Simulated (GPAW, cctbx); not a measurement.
# Ga3W: deformation density and structure factors from DFT

Question: by how much does bonding change the X-ray structure factors of Ga3W, how firmly does DFT give the change, and what does a routine refinement make of it?

The start was made by putting kin elements into a known structure type; the compound need not exist, or be stable, in this form. All numbers below are calculated.

## Step 1: Find the equilibrium geometry

The density hangs on the geometry, so cell and atoms are relaxed first, with the symmetry held. The cutoff is set higher than for the density because stress converges slowly with plane waves.

Settings: GPAW 26.7.0, PBE, 570 eV, 5×5×5 k-points, Fermi–Dirac width 0.1 eV, BFGS to 0.03 eV/Å.

```text
cell
1.0
     4.216000000    0.000000000    0.000000000
     0.000000000    4.216000000    0.000000000
     0.000000000    0.000000000    4.216000000
W Ga
1 3
Direct
0.000000000 0.000000000 0.000000000
0.500000000 0.500000000 0.000000000
0.500000000 0.000000000 0.500000000
0.000000000 0.500000000 0.500000000
```

```console
$ OMP_NUM_THREADS=1 mpirun -n 4 gpaw python run.py > gpaw.log
```

```text
BFGS:    0      -18.320357        1.634898
BFGS:    1      -18.430339        1.505430
BFGS:    2      -18.881479        0.430271
BFGS:    3      -18.909761        0.125794
BFGS:    4      -18.912225        0.006381
cell  3.9906 3.9906 3.9906  90.00 90.00 90.00
volume 63.549 A^3, largest force 0.000 eV/A, largest stress 0.06 GPa
```

The cell moved far, while the k-mesh and basis were chosen for the start, so the final shape may be somewhat biased.

After 4 steps the volume has changed by -15.2 % and the energy by -0.592 eV; the largest stress left is 0.06 GPa. It took 23 s on 4 cores of Intel(R) Xeon(R) Platinum 8488C (Sapphire Rapids) (shared host), peak memory 0.74 GiB.

Relaxed structure: Pm-3m (no. 221), a = 3.9906 Å, b = 3.9906 Å, c = 3.9906 Å, α = 90.00°, β = 90.00°, γ = 90.00°.

```
atom  mult.    x    y  z
  W1      1    0    0  0
 Ga1      3  1/2  1/2  0
```

## Step 2: Density and charge transfer

X-rays see the whole electron density, so the PAW density is rebuilt with its core regions. Subtracting spherical free atoms from the same code cancels the cores and leaves the deformation density Δρ, the part due to bonding.

Settings: PBE, 450 eV, 6×6×6 k-points, Fermi–Dirac width 0.1 eV; primitive cell of 4 atoms.

```console
$ OMP_NUM_THREADS=1 mpirun -n 4 gpaw python run.py > gpaw.log
```

```text
|iter:   1|       0s |  -18.937859 | -0.19 |       |
|iter:   2|       0s |  -18.920849 | -2.27 | -1.18 |
|iter:   3|       1s |  -19.036388 | -1.35 | -1.20 |
...
|iter:   7|       2s |  -18.807051c| -4.63 | -2.89 |
|iter:   8|       2s |  -18.807057c| -6.32 | -3.66 |
|iter:   9|       2s |  -18.807057c| -7.83c| -4.40c|
```

```text
grid (40, 40, 40)  electrons 167.000  moved by bonding 0.645 e
deformation density beyond 0.5 A of the nuclei: max 0.035, min -0.066 e/A^3
atom        x       y       z   Voronoi charge  moment
W 1    0.0000  0.0000  0.0000     -0.009       0.00
Ga2    0.5000  0.5000  0.0000      0.003       0.00
Ga3    0.5000  0.0000  0.5000      0.003       0.00
Ga4    0.0000  0.5000  0.5000      0.003       0.00
mean inner potential of superposed free atoms 25.333 V
total magnetic moment 0.000 muB
```

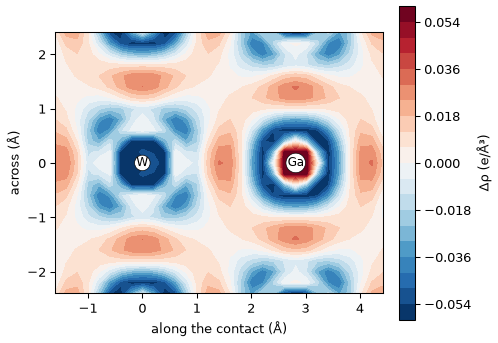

Deformation density in a plane through the shortest contact of the W atom at the origin; red gains electrons, blue loses them.

Hardly any net charge crosses the Voronoi midplanes, which need not mean no transfer: free-atom tails already reach into the neighbours' cells. Along the shortest contact from the W atom at the map's origin, W–Ga at 2.82 Å, Δρ is +0.03 e/Å³ at the midpoint: little piles up between the atoms, as is usual in a metallic crystal, which this run finds. At the midpoints of other shortest contacts it is +0.01 (Ga–Ga, 2.82 Å) e/Å³. Point values carry grid noise of about 0.01 e/Å³. The run needed 9 iterations, 9.7 s.

## Step 3: From the density to structure factors

The Fourier components of Δρ, added to those of the free atoms, give the static X-ray structure factors; the Mott–Bethe relation turns them into the Fourier components V of the potential that fast electrons feel.

```text
static structure factors of the conventional cell: F in electrons, V (Mott-Bethe) in volts
   h  k  l      d  |F| table  |F| free   |F| DFT   change   |V| free  |V| DFT  change %
   0  1  0  3.9906    40.266    40.218    40.329    0.111     3.195    3.068     -4.0
   0  1  1  2.8218    38.387    38.340    38.293   -0.047     2.676    2.703      1.0
   1  1  1  2.3040   134.269   134.034   133.771   -0.262    12.621   12.722      0.8
   0  2  0  1.9953   128.447   128.066   127.728   -0.337    11.180   11.277      0.9
   0  2  1  1.7847    34.751    34.732    34.709   -0.022     1.899    1.905      0.3
   1  2  1  1.6292    33.851    33.842    33.885    0.043     1.753    1.745     -0.5
   0  2  2  1.4109   111.125   110.771   110.880    0.110     8.073    8.057     -0.2
   1  2  2  1.3302    31.647    31.668    31.664   -0.005     1.446    1.447      0.0
   0  3  0  1.3302    31.647    31.668    31.644   -0.024     1.446    1.449      0.2
   0  3  1  1.2619    31.038    31.065    31.026   -0.040     1.371    1.375      0.3
   1  3  1  1.2032   101.651   101.433   101.546    0.114     6.846    6.834     -0.2
   2  2  2  1.1520    98.941    98.751    98.901    0.150     6.532    6.518     -0.2
   0  3  2  1.1068    29.481    29.510    29.455   -0.055     1.192    1.197      0.4
   1  3  2  1.0665    29.033    29.058    29.014   -0.045     1.144    1.147      0.3
```

The largest X-ray change is -0.34 e on 020, 0.3 % of |F|. For electrons V goes as (Z − F)/g², so a change of F counts against Z − F, which is small at low angle and wherever the atoms' terms cancel: |V| of 010 moves by -4.0 % (3.19 to 3.07 V) against +0.3 % in |F|. The last three rows still change by up to 0.15 e, so the effect has not died out in this range. The tabulated Hartree–Fock atoms differ from the free DFT atoms by up to 0.38 e, so the choice of reference atom matters too.

## Step 4: The functional ladder

The same geometry is run with other functionals, to see whether the bonding signal is larger than the spread between approximations. Free atoms are LDA for LDA and PBE otherwise; meta-GGAs and hybrids keep PBE cores. Any other changed setting is in the row's label.

```
                run  ΔF 020 (e)  ΔF 111 (e)  ΔF 222 (e)  q(W) (e)  moved (e)   time
                PBE      -0.337      -0.262      +0.150    -0.009      0.645  9.7 s
                LDA      -0.325      -0.238      +0.142    -0.009      0.605   12 s
               SCAN      -0.389      -0.265      +0.179    -0.005      0.704   21 s
PBE 1×1×1 (unsound)      -0.612      -0.132      +0.223    +0.091      0.956   10 s
```

At the base's settings ΔF(020) spans -0.389 to -0.325 e, a spread of 19 % of the PBE value; over the three listed reflections the spread is at most 25 %, so sign and size hold across the functionals. The run marked unsound (k-mesh far too coarse) misses ΔF(020) by 0.275 e. Times are from shared hosts.

## Step 5: Refining ordinary atoms against data with bonding

Routine crystallography fits spherical atoms. To see the bias, intensities are simulated from tabulated atoms plus the DFT change ΔF, so that bonding alone can misfit (2102 reflections of the full sphere, merged to the counts below, to 0.5 Å, 1.5 % proportional noise plus counting noise, assumed isotropic U as listed, Δρ smeared by the mean U) and refined with cctbx over different ranges.

| range | data | R1 | GooF | U W1 (true 0.0054) | U Ga1 (true 0.0076) | largest shift (Å) | Δρ max, min (e/Å³) |
| --- | --- | --- | --- | --- | --- | --- | --- |
| all data | 78 | 0.0021 | 1.09 | 0.0054 | 0.0076 | 0.0000 | 0.32, -0.23 |
| low resolution, d > 0.84 | 23 | 0.0019 | 1.10 | 0.0053 | 0.0073 | 0.0000 | 0.09, -0.23 |
| high order, d < 0.75 | 48 | 0.0020 | 1.03 | 0.0054 | 0.0076 | 0.0000 | 0.17, -0.17 |
| occupancies free, d > 0.7 | 34 | 0.0019 | 1.00 | 0.0054 | 0.0075 | 0.0000 | 0.10, -0.19 |

With all data GooF is 1.09, so at this noise the bonding hardly shows; the top residual peak lies 0.00 Å from Ga and 2.82 Å from Ga, on the atom. U of Ga1 is off by -4 % at low resolution and by +0 % from high-order data, where mostly the cores scatter (GooF 1.03). Symmetry fixes every coordinate, so the shifts are zero by construction. With W1 held at 1 and the scale free, the other occupancies refine to Ga1 1.003(0.002), within three s.u. of full.

## Step 6: Answer

Bonding moves 0.65 e in the primitive cell of Ga3W and changes the structure factors of the conventional cell in the table above by at most 0.34 e (020, 0.3 %), and among reflections above 2 % of the strongest by up to 0.3 % (010). The shortest bond, W–Ga, has Δρ = +0.03 e/Å³ at its midpoint, with no localised bond charge. At the base's settings ΔF(020) spans -0.389 to -0.325 e, a spread of 19 % of the PBE value; over the three listed reflections the spread is at most 25 %, so sign and size hold across the functionals. With all data GooF is 1.09, so at this noise the bonding hardly shows. Limits: static density, frozen cores, no spin–orbit coupling.

[Outputs are excerpts: Python notices, other lines and further rows are left out; steps that failed or that the build refused (PBEsol, TPSS) are not shown.]

[Logs are printed without paths, hosts, clocks, repeated set-up lines and the standing remarks that a program may print on its own settings, such as how far it seeks lower states.]
